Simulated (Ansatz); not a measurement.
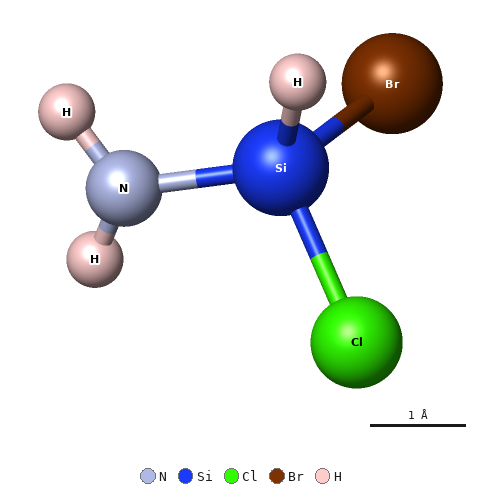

**Figure 1.** The input geometry (ball-and-stick view, seen at a tilt). Bond lengths as drawn: Br–Si 2.23 Å, Cl–Si 2.04 Å, H–N 1.01 Å, H–Si 1.47 Å and N–Si 1.69 Å.

# Molecular dynamics of SiNH₃BrCl (part 1 of 2)

System: SiNH₃BrCl, SMILES N[SiH](Cl)Br.
Method: RKS BLYP-d3bjatm/def2-SVP (Ansatz 0.2.0).

The geometry comes from this level: PBE0-D4/def2-TZVP.

What the program printed
```
Functional definition: BLYP
  name "BLYP"
  cite "Becke, Phys. Rev. A 38, 3098 (1988) doi:10.1103/PhysRevA.38.3098"
  cite "Lee, Yang & Parr, Phys. Rev. B 37, 785 (1988) doi:10.1103/PhysRevB.37.785"
  parameter beta = 0.0042
  parameter a = 0.04918
  parameter b = 0.132
  parameter c = 0.2533
  parameter d = 0.349
  exchange = b88_x(beta = beta)
  correlation = lyp_c(a = a, b = b, c = c, d = d)
1082 factors; their error is unknown
mean field evaluation 1: about -91964.3271 eV, gradient 6.4e1 eV
mean field evaluation 2: about -91929.3350 eV, gradient 1.2e2 eV
mean field evaluation 4: about -91972.3958 eV, gradient 7.8e0 eV
mean field evaluation 8: about -91972.5211 eV, gradient 1.4e-1 eV
mean field evaluation 16: about -91972.4155 eV, gradient 1.2e-4 eV
mean field -91972.41551417 eV, -3379.9239290036 hartree, gradient 4.7e-5 eV, S^2 0.000000; 0 other end points of the search recorded, 0 dependent functions left out
the calculation of the forces begins
reference -91972.41584682 eV, -3379.9239412281 hartree; 38, 38 occupied and 59, 59 virtual orbitals, 1082 factors
md step     0: t =     0.00 fs  T =  1500.0 K  F+E_penalty+E_count = -91972.86325547 eV  E_kin = 0.969450 eV  conserved = -91971.89380548 eV  (28 SCF iters)
these checks for a lower state are left out or cut short: starts, cluster_reference, orbital_swaps, neighbouring_geometries, increment
1082 factors; their error is unknown
mean field -91972.30192912 eV, -3379.9197548297 hartree, gradient 1.7e-5 eV, S^2 0.000000; 0 other end points of the search recorded, 0 dependent functions left out
the calculation of the forces begins
reference -91972.30226347 eV, -3379.9197671171 hartree; 38, 38 occupied and 59, 59 virtual orbitals, 1082 factors
md step     1: t =     1.00 fs  T =  1340.4 K  F+E_penalty+E_count = -91972.74922178 eV  E_kin = 0.866315 eV  conserved = -91971.88290939 eV  (29 SCF iters, 3 dispersion substeps)
[... from here on the SCF iterations and repeated set-up lines of each step are left out, up to the last step ...]
md step     2: t =     2.00 fs  T =  1068.0 K  F+E_penalty+E_count = -91972.56466695 eV  E_kin = 0.690260 eV  conserved = -91971.87442820 eV  (30 SCF iters, 3 dispersion substeps)
md step     3: t =     3.00 fs  T =   850.5 K  F+E_penalty+E_count = -91972.42749920 eV  E_kin = 0.549684 eV  conserved = -91971.87788696 eV  (29 SCF iters, 3 dispersion substeps)
md step     4: t =     4.00 fs  T =   657.9 K  F+E_penalty+E_count = -91972.30215807 eV  E_kin = 0.425223 eV  conserved = -91971.87708759 eV  (30 SCF iters, 3 dispersion substeps)
md step     5: t =     5.00 fs  T =   495.0 K  F+E_penalty+E_count = -91972.19216000 eV  E_kin = 0.319924 eV  conserved = -91971.87249080 eV  (29 SCF iters, 3 dispersion substeps)
md step     6: t =     6.00 fs  T =   448.3 K  F+E_penalty+E_count = -91972.15969983 eV  E_kin = 0.289739 eV  conserved = -91971.87034073 eV  (29 SCF iters, 3 dispersion substeps)
md step     7: t =     7.00 fs  T =   569.3 K  F+E_penalty+E_count = -91972.23924215 eV  E_kin = 0.367930 eV  conserved = -91971.87187516 eV  (29 SCF iters, 3 dispersion substeps)
md step     8: t =     8.00 fs  T =   821.6 K  F+E_penalty+E_count = -91972.40768386 eV  E_kin = 0.530972 eV  conserved = -91971.87757892 eV  (29 SCF iters, 3 dispersion substeps)
md step     9: t =     9.00 fs  T =  1068.0 K  F+E_penalty+E_count = -91972.57571245 eV  E_kin = 0.690255 eV  conserved = -91971.88679263 eV  (28 SCF iters, 3 dispersion substeps)
md step    10: t =    10.00 fs  T =  1121.5 K  F+E_penalty+E_count = -91972.61362522 eV  E_kin = 0.724800 eV  conserved = -91971.89074454 eV  (29 SCF iters, 3 dispersion substeps)
md step    11: t =    11.00 fs  T =   930.9 K  F+E_penalty+E_count = -91972.48228696 eV  E_kin = 0.601625 eV  conserved = -91971.88316445 eV  (29 SCF iters, 3 dispersion substeps)
md step    12: t =    12.00 fs  T =   666.4 K  F+E_penalty+E_count = -91972.30286665 eV  E_kin = 0.430707 eV  conserved = -91971.87515562 eV  (28 SCF iters, 3 dispersion substeps)
md step    13: t =    13.00 fs  T =   528.8 K  F+E_penalty+E_count = -91972.20961114 eV  E_kin = 0.341785 eV  conserved = -91971.87123334 eV  (28 SCF iters, 3 dispersion substeps)
md step    14: t =    14.00 fs  T =   593.9 K  F+E_penalty+E_count = -91972.25590546 eV  E_kin = 0.383843 eV  conserved = -91971.87590459 eV  (28 SCF iters, 3 dispersion substeps)
md step    15: t =    15.00 fs  T =   758.9 K  F+E_penalty+E_count = -91972.36890134 eV  E_kin = 0.490495 eV  conserved = -91971.88282684 eV  (29 SCF iters, 3 dispersion substeps)
md step    16: t =    16.00 fs  T =   871.1 K  F+E_penalty+E_count = -91972.44035147 eV  E_kin = 0.562978 eV  conserved = -91971.88254192 eV  (28 SCF iters, 3 dispersion substeps)
md step    17: t =    17.00 fs  T =   898.3 K  F+E_penalty+E_count = -91972.45417933 eV  E_kin = 0.580589 eV  conserved = -91971.87962134 eV  (29 SCF iters, 3 dispersion substeps)
md step    18: t =    18.00 fs  T =   872.3 K  F+E_penalty+E_count = -91972.43706123 eV  E_kin = 0.563744 eV  conserved = -91971.88025819 eV  (29 SCF iters, 3 dispersion substeps)
md step    19: t =    19.00 fs  T =   782.7 K  F+E_penalty+E_count = -91972.37850960 eV  E_kin = 0.505868 eV  conserved = -91971.88047890 eV  (28 SCF iters, 3 dispersion substeps)
md step    20: t =    20.00 fs  T =   653.4 K  F+E_penalty+E_count = -91972.28664746 eV  E_kin = 0.422317 eV  conserved = -91971.87299187 eV  (29 SCF iters, 3 dispersion substeps)
md step    21: t =    21.00 fs  T =   622.1 K  F+E_penalty+E_count = -91972.26343821 eV  E_kin = 0.402088 eV  conserved = -91971.87079113 eV  (29 SCF iters, 3 dispersion substeps)
md step    22: t =    22.00 fs  T =   723.5 K  F+E_penalty+E_count = -91972.33591531 eV  E_kin = 0.467627 eV  conserved = -91971.87860508 eV  (28 SCF iters, 3 dispersion substeps)
md step    23: t =    23.00 fs  T =   826.6 K  F+E_penalty+E_count = -91972.40285049 eV  E_kin = 0.534210 eV  conserved = -91971.88001965 eV  (29 SCF iters, 3 dispersion substeps)
md step    24: t =    24.00 fs  T =   882.1 K  F+E_penalty+E_count = -91972.43491357 eV  E_kin = 0.570097 eV  conserved = -91971.87741951 eV  (29 SCF iters, 3 dispersion substeps)
md step    25: t =    25.00 fs  T =   929.9 K  F+E_penalty+E_count = -91972.46495117 eV  E_kin = 0.600990 eV  conserved = -91971.87791250 eV  (30 SCF iters, 3 dispersion substeps)
md step    26: t =    26.00 fs  T =   963.6 K  F+E_penalty+E_count = -91972.48934790 eV  E_kin = 0.622801 eV  conserved = -91971.88195766 eV  (29 SCF iters, 3 dispersion substeps)
md step    27: t =    27.00 fs  T =   913.8 K  F+E_penalty+E_count = -91972.45842813 eV  E_kin = 0.590569 eV  conserved = -91971.88476405 eV  (29 SCF iters, 3 dispersion substeps)
md step    28: t =    28.00 fs  T =   750.7 K  F+E_penalty+E_count = -91972.34707852 eV  E_kin = 0.485157 eV  conserved = -91971.88019625 eV  (29 SCF iters, 3 dispersion substeps)
md step    29: t =    29.00 fs  T =   592.1 K  F+E_penalty+E_count = -91972.23460649 eV  E_kin = 0.382656 eV  conserved = -91971.87137702 eV  (29 SCF iters, 3 dispersion substeps)
md step    30: t =    30.00 fs  T =   631.2 K  F+E_penalty+E_count = -91972.25699132 eV  E_kin = 0.407946 eV  conserved = -91971.86957175 eV  (29 SCF iters, 3 dispersion substeps)
md step    31: t =    31.00 fs  T =   891.7 K  F+E_penalty+E_count = -91972.43678978 eV  E_kin = 0.576289 eV  conserved = -91971.88245678 eV  (29 SCF iters, 3 dispersion substeps)
md step    32: t =    32.00 fs  T =  1106.1 K  F+E_penalty+E_count = -91972.58361597 eV  E_kin = 0.714870 eV  conserved = -91971.89263452 eV  (29 SCF iters, 3 dispersion substeps)
md step    33: t =    33.00 fs  T =  1039.6 K  F+E_penalty+E_count = -91972.53258473 eV  E_kin = 0.671902 eV  conserved = -91971.88669188 eV  (29 SCF iters, 3 dispersion substeps)
md step    34: t =    34.00 fs  T =   765.5 K  F+E_penalty+E_count = -91972.34359997 eV  E_kin = 0.494772 eV  conserved = -91971.87666262 eV  (29 SCF iters, 3 dispersion substeps)
md step    35: t =    35.00 fs  T =   493.3 K  F+E_penalty+E_count = -91972.16028878 eV  E_kin = 0.318803 eV  conserved = -91971.87063619 eV  (29 SCF iters, 3 dispersion substeps)
md step    36: t =    36.00 fs  T =   364.3 K  F+E_penalty+E_count = -91972.07561944 eV  E_kin = 0.235476 eV  conserved = -91971.87022972 eV  (30 SCF iters, 3 dispersion substeps)
md step    37: t =    37.00 fs  T =   385.9 K  F+E_penalty+E_count = -91972.09394804 eV  E_kin = 0.249414 eV  conserved = -91971.87547918 eV  (30 SCF iters, 3 dispersion substeps)
md step    38: t =    38.00 fs  T =   448.8 K  F+E_penalty+E_count = -91972.13848935 eV  E_kin = 0.290065 eV  conserved = -91971.88036860 eV  (30 SCF iters, 3 dispersion substeps)
md step    39: t =    39.00 fs  T =   489.0 K  F+E_penalty+E_count = -91972.15594837 eV  E_kin = 0.316020 eV  conserved = -91971.87304176 eV  (28 SCF iters, 3 dispersion substeps)
md step    40: t =    40.00 fs  T =   648.3 K  F+E_penalty+E_count = -91972.25430352 eV  E_kin = 0.419014 eV  conserved = -91971.86987516 eV  (30 SCF iters, 3 dispersion substeps)
md step    41: t =    41.00 fs  T =   949.6 K  F+E_penalty+E_count = -91972.46389181 eV  E_kin = 0.613743 eV  conserved = -91971.88686803 eV  (30 SCF iters, 3 dispersion substeps)
md step    42: t =    42.00 fs  T =  1088.4 K  F+E_penalty+E_count = -91972.55751806 eV  E_kin = 0.703446 eV  conserved = -91971.89356941 eV  (30 SCF iters, 3 dispersion substeps)
md step    43: t =    43.00 fs  T =   913.0 K  F+E_penalty+E_count = -91972.43170493 eV  E_kin = 0.590045 eV  conserved = -91971.88393346 eV  (29 SCF iters, 3 dispersion substeps)
md step    44: t =    44.00 fs  T =   637.4 K  F+E_penalty+E_count = -91972.23530612 eV  E_kin = 0.411952 eV  conserved = -91971.86782427 eV  (30 SCF iters, 3 dispersion substeps)
md step    45: t =    45.00 fs  T =   599.1 K  F+E_penalty+E_count = -91972.20549904 eV  E_kin = 0.387204 eV  conserved = -91971.86456936 eV  (28 SCF iters, 3 dispersion substeps)
md step    46: t =    46.00 fs  T =   857.3 K  F+E_penalty+E_count = -91972.38589179 eV  E_kin = 0.554057 eV  conserved = -91971.88029845 eV  (29 SCF iters, 3 dispersion substeps)
md step    47: t =    47.00 fs  T =  1098.5 K  F+E_penalty+E_count = -91972.55203683 eV  E_kin = 0.709967 eV  conserved = -91971.89353851 eV  (30 SCF iters, 3 dispersion substeps)
md step    48: t =    48.00 fs  T =  1045.7 K  F+E_penalty+E_count = -91972.50811573 eV  E_kin = 0.675838 eV  conserved = -91971.88709212 eV  (29 SCF iters, 3 dispersion substeps)
md step    49: t =    49.00 fs  T =   820.8 K  F+E_penalty+E_count = -91972.34328065 eV  E_kin = 0.530495 eV  conserved = -91971.87056019 eV  (29 SCF iters, 3 dispersion substeps)
these checks for a lower state are left out or cut short: starts, cluster_reference, orbital_swaps, neighbouring_geometries, increment
1082 factors; their error is unknown
mean field -91971.83254307 eV, -3379.9025052105 hartree, gradient 1.3e-5 eV, S^2 0.000000; 0 other end points of the search recorded, 0 dependent functions left out
the calculation of the forces begins
reference -91971.83288394 eV, -3379.9025177373 hartree; 38, 38 occupied and 59, 59 virtual orbitals, 1082 factors
1082 factors; their error is unknown
mean field evaluation 416: about -91971.9321 eV, gradient 1.2e0 eV
mean field -91971.83254307 eV, -3379.9025052105 hartree, gradient 1.3e-5 eV, S^2 0.000000; 1 other end points of the search recorded, 0 dependent functions left out
the calculation of the forces begins
reference -91971.83288394 eV, -3379.9025177373 hartree; 38, 38 occupied and 59, 59 virtual orbitals, 1082 factors
md step    50: t =    50.00 fs  T =   708.1 K  F+E_penalty+E_count = -91972.27209947 eV  E_kin = 0.457649 eV  conserved = -91971.87470276 eV  (28 SCF iters, 3 dispersion substeps)
```

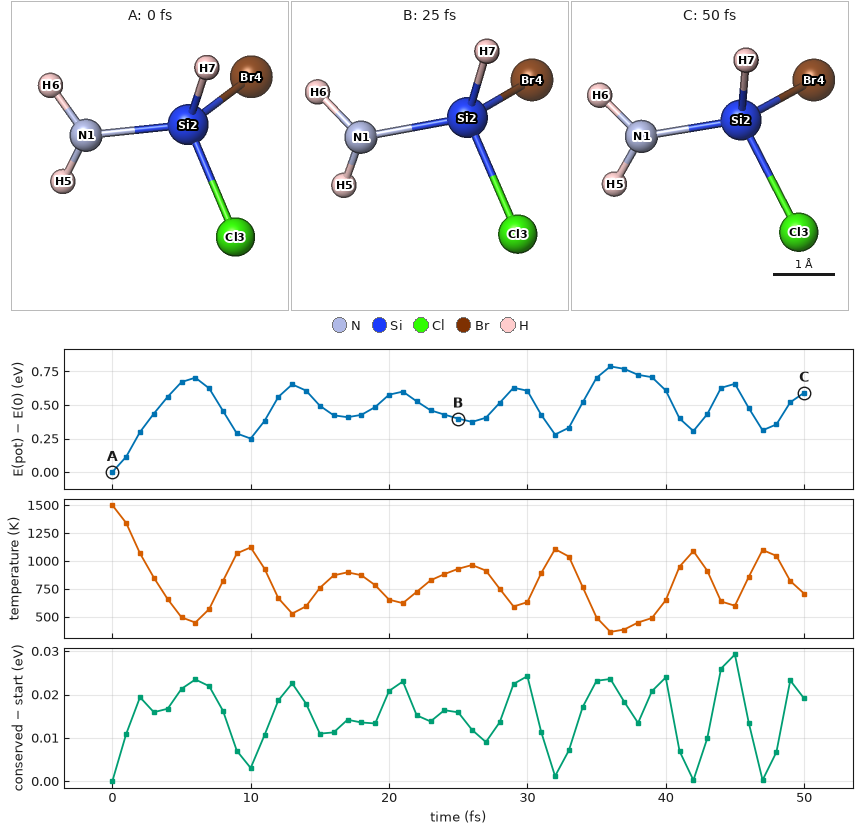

**Figure 2.** Frames of the molecular dynamics (ball-and-stick, seen at a tilt) above the curves, on which the letters mark them. The trajectory kept here has 51 frames over 50 fs. The temperature starts at 1500 K, ranges from 364 to 1500 K and averages 774 K over the second half. The potential energy ends 0.591 eV above its first value. The conserved quantity stays within 0.029 eV. After an unweighted best fit of the last frame on the first, the root-mean-square displacement is 0.18 Å, and H7 has moved furthest (0.31 Å).

```
Total energy: -91972.27244035 eV, -3379.9186711374 hartree
Atom 0 at    -0.056729     1.172585     0.233741 Å, force    -1.170724     0.197944     2.122277 eV/Å
Atom 1 at     0.399313    -0.406029    -0.084627 Å, force     1.149044    -1.405771    -0.865000 eV/Å
Atom 2 at     0.004490    -1.549392     1.606456 Å, force     0.480349     0.139103     0.505460 eV/Å
Atom 3 at    -1.059275    -1.633242    -1.464048 Å, force     0.662132     0.555834    -0.189142 eV/Å
Atom 4 at    -0.830342     1.492837     0.832426 Å, force    -0.035586    -0.874485     0.329766 eV/Å
Atom 5 at     0.004907     1.924527    -0.375336 Å, force     0.919551     1.858374    -2.258179 eV/Å
Atom 6 at     1.989801    -0.292168    -0.549353 Å, force    -2.004767    -0.470999     0.354819 eV/Å
Dipole moment:     0.057949     0.643195     0.035165 e Å
```

Trajectory as extended XYZ (Å, eV, eV/Å), 28 of the 51 frames kept, from step=0 to step=50
```
7
Properties=species:S:1:pos:R:3:forces:R:3 step=0 time_fs=0.0 energy=-91972.86326 temperature=1500.0
N    -0.0956    1.0963    0.1909    0.2624   0.2368   0.2412
Si    0.2769   -0.5355   -0.0647    0.4088  -0.2196  -0.3097
Cl    0.0949   -1.4967    1.7262   -0.0652  -0.3935   0.7782
Br   -1.0454   -1.5893   -1.5130   -0.4171  -0.3220  -0.4812
H    -0.8965    1.3524    0.7465   -0.5649   0.1923   0.3810
H     0.0806    1.7681   -0.5398    0.1174   0.4950  -0.4987
H     1.6463   -0.6632   -0.5917    0.2586   0.0109  -0.1107
7
Properties=species:S:1:pos:R:3:forces:R:3 step=2 time_fs=2.0 energy=-91972.56467 temperature=1068.0
N    -0.0838    1.0753    0.1908   -1.4284   0.6065   2.4910
Si    0.2717   -0.5300   -0.0702    2.4429  -0.9242  -1.1175
Cl    0.0868   -1.4977    1.7163    0.0381  -0.4015   0.7391
Br   -1.0425   -1.5885   -1.5056   -0.4778  -0.4023  -0.5908
H    -0.9020    1.4056    0.7344    0.3090  -0.6064   0.1283
H    -0.0014    1.7386   -0.5094    0.7291   1.7977  -2.3541
H     1.7763   -0.5767   -0.6880   -1.6128  -0.0698   0.7041
7
Properties=species:S:1:pos:R:3:forces:R:3 step=4 time_fs=4.0 energy=-91972.30216 temperature=657.9
N    -0.0757    1.0568    0.1966   -1.8870   4.1145   0.5050
Si    0.2698   -0.5259   -0.0771    3.0957  -1.4245  -1.4220
Cl    0.0788   -1.4991    1.7072    0.1238  -0.4071   0.7118
Br   -1.0400   -1.5879   -1.4986   -0.5452  -0.4887  -0.7134
H    -0.8973    1.4366    0.7279    0.6210  -1.0033   0.1260
H    -0.0571    1.7665   -0.5565    0.6866  -0.5126  -0.1838
H     1.8478   -0.4930   -0.7586   -2.0948  -0.2783   0.9764
7
Properties=species:S:1:pos:R:3:forces:R:3 step=6 time_fs=6.0 energy=-91972.15970 temperature=448.3
N    -0.0726    1.0491    0.2039   -1.4050   5.3939  -1.2578
Si    0.2720   -0.5236   -0.0861    3.1880  -1.4728  -1.4205
Cl    0.0708   -1.5010    1.6989    0.1965  -0.3979   0.6738
Br   -1.0376   -1.5875   -1.4919   -0.6201  -0.5693  -0.8324
H    -0.8711    1.4310    0.7273    0.0067  -0.7054   0.5410
H    -0.0863    1.7787   -0.6138    0.6840  -1.7576   1.2782
H     1.8402   -0.4200   -0.7924   -2.0500  -0.4909   1.0176
7
Properties=species:S:1:pos:R:3:forces:R:3 step=7 time_fs=7.0 energy=-91972.23924 temperature=569.3
N    -0.0726    1.0508    0.2065   -0.8847   4.9040  -1.6297
Si    0.2748   -0.5233   -0.0912    3.0578  -1.2772  -1.2802
Cl    0.0669   -1.5021    1.6950    0.2318  -0.3877   0.6442
Br   -1.0366   -1.5874   -1.4887   -0.6592  -0.6057  -0.8883
H    -0.8559    1.4170    0.7335   -0.4917  -0.3976   0.8252
H    -0.0911    1.7613   -0.6266    0.6307  -1.6452   1.3580
H     1.8066   -0.3900   -0.7946   -1.8846  -0.5907   0.9707
```
